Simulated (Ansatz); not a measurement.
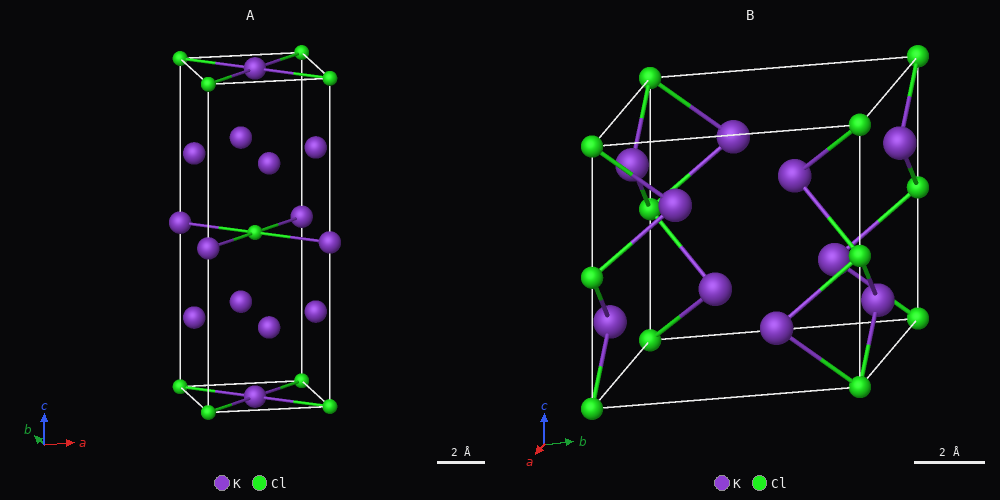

Two structures of K3Cl, each relaxed to rest (conventional cells in solid outline, small ones repeated, not to one scale). Method: DFT PBE, scalar-relativistic, plane waves, PAW in Ansatz, without spin polarisation.

Question: Characterise the two forms.

Answer: A: 8 atoms a cell on a body-centred tetragonal lattice, I4/mmm. B: 8 atoms a cell on a primitive hexagonal lattice, P6_3/mcm.

Question: Which polymorph is favoured?

Answer: B is lower, by 298 meV/atom at this level of theory (energies at zero smearing). Volumes: A 52.1, B 55.7 Å³/atom.

One or both may be structure types tried for this composition rather than known phases.
